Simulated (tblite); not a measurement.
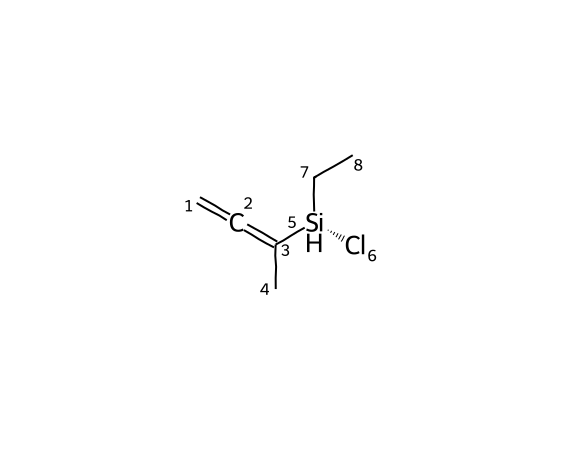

A structural formula, with wedges where it has stereocentres; small numbers name the atoms. The configuration is that of a computed structure (GFN2-xTB).

Q: What are the Cahn–Ingold–Prelog descriptors?

A: Si5: S.

Q: Give a SMILES with the stereochemistry.

A: C=C=C(C)[Si@@H](Cl)CC
